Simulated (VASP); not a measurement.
Band structure of SrHfO3 (space group Pm-3m). Calculation: PBEsol GGA, VASP's PBE PAW potentials (set 64) (plane waves; VASP 6.6.1).

Unless said otherwise, spin-orbit coupling is left out, though it shifts the bands of the heavy elements here.

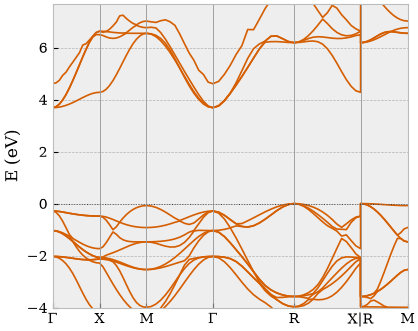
*Bands along high-symmetry lines, zero at the valence-band maximum or, without a gap, the Fermi level*

Q: Read the plot: is there a gap, and where are the band edges?

A: The gap is indirect, 3.69 eV, from the valence maximum at R to the conduction minimum at Γ. (Edges off the drawn lines would not show.)

The structure comes from a computed database's SrHfO3 entry (Pm-3m); how it stands against other phases isn't given here. It was relaxed first.
